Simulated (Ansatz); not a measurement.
# CH₄OSi (SMILES C[SiH]=O): one structure at several levels

Aim: energy, forces and dipole at a frame of a short trajectory, from CCSD(T) and from density functionals.

Computed with Ansatz 0.2.0, Gaussian basis. Level: single points in def2-TZVPP.

Correlated methods freeze the cores.

1 further run of the same task is left out (it didn't finish).

### Step 1. Where the work starts

SMILES `C[SiH]=O`, 7 atoms, charge 0, spin multiplicity 1.

Atoms are counted from 1 here; the program's logs count them from 0.

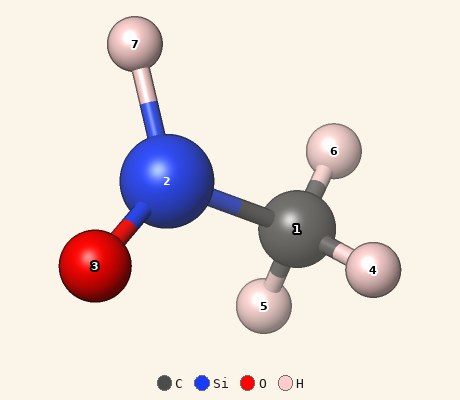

As it starts; carbon dark grey, silicon blue, oxygen red, hydrogen pink; atoms are numbered from 1 in the order of the file.

Coordinates:

```xyz
7
charge 0, multiplicity 1
C    -0.6594    0.4319   -0.2028
Si    0.8404   -0.5665    0.2332
O     1.3966   -1.7302   -0.5658
H    -0.5295    0.8887   -1.1999
H    -1.5365   -0.2595   -0.2986
H    -0.8883    1.2186    0.5446
H     1.4480   -0.1167    1.5523
```

### Step 2. PBE-D4/def2-TZVPP

Input file run/in.yaml:

```yaml
crystal:
  periodic: [false, false, false]
  atoms:
    - {symbol: C, position_ang: [-0.659427, 0.431921, -0.202792]}
    - {symbol: Si, position_ang: [0.840376, -0.566490, 0.233191]}
    - {symbol: O, position_ang: [1.396623, -1.730152, -0.565782]}
    - {symbol: H, position_ang: [-0.529532, 0.888716, -1.199902]}
    - {symbol: H, position_ang: [-1.536523, -0.259546, -0.298596]}
    - {symbol: H, position_ang: [-0.888339, 1.218607, 0.544579]}
    - {symbol: H, position_ang: [1.448003, -0.116726, 1.552322]}
basis:
  gaussian: {orbitals: def2-TZVPP}
hamiltonian: {xc: pbe, dispersion: d4}
output: {forces: true}
```

The run is started by

```console
> ansatz run in.yaml --threads 2 --pin off --events-out ev --progress --plain --max-ram 3481MiB
```

### Step 3. r2SCAN-D4/def2-TZVPP

Changes to run/in.yaml since step 2:

```diff
@@ -12,3 +12,3 @@
   gaussian: {orbitals: def2-TZVPP}
-hamiltonian: {xc: pbe, dispersion: d4}
+hamiltonian: {xc: r2scan, dispersion: d4}
 output: {forces: true}
```

### Step 4. PBE0-D4/def2-TZVPP

Changes to run/in.yaml since step 3:

```diff
@@ -12,3 +12,3 @@
   gaussian: {orbitals: def2-TZVPP}
-hamiltonian: {xc: r2scan, dispersion: d4}
-output: {forces: true}
+hamiltonian: {xc: pbe0, dispersion: d4}
+output: {forces: true, orbitals: {seedname: orbitals}}
```

### Step 5. wB97M-V/def2-TZVPP

Changes to run/in.yaml since step 4:

```diff
@@ -12,3 +12,3 @@
   gaussian: {orbitals: def2-TZVPP}
-hamiltonian: {xc: pbe0, dispersion: d4}
-output: {forces: true, orbitals: {seedname: orbitals}}
+hamiltonian: {xc: {name: wB97M-V}}
+output: {forces: true}
```

### Step 6. CCSD(T)/def2-TZVPP

Changes to run/in.yaml since step 5:

```diff
@@ -12,3 +12,3 @@
   gaussian: {orbitals: def2-TZVPP}
-hamiltonian: {xc: {name: wB97M-V}}
+correlation: {method: ccsd_t}
 output: {forces: true}
```

(Steps that only read results are left out.)

Q: Predict the outcome of this session. Wanted: energy less free atoms, CCSD(T)/def2-TZVPP; RMS force component; RMS force error; HOMO and LUMO, PBE0-D4; T1 diagnostic.

The runs gave:

| quantity | value |
| --- | --- |
| energy less free atoms, CCSD(T)/def2-TZVPP | -594.7 kcal/mol |
| RMS force component | 0.333 to 0.421 eV/Å over the methods |
| RMS force error | PBE-D4 0.185, r2SCAN-D4 0.098, PBE0-D4 0.173, wB97M-V 0.163 eV/Å |
| HOMO and LUMO, PBE0-D4 | -7.90 and -1.59 eV |
| T1 diagnostic | 0.018 |

In words: Against CCSD(T) the functionals' energies less atoms differ by -25.6 to -11.0 kcal/mol, PBE-D4 by -25.6 kcal/mol. A larger basis would deepen the CCSD(T) value, while the functionals are nearly converged already, so the order here is not reliable. On forces the order runs from r2SCAN-D4 to PBE-D4. Frozen-core CCSD(T) forces in triple zeta carry basis errors of their own, and this is one geometry, so small gaps rank nothing.
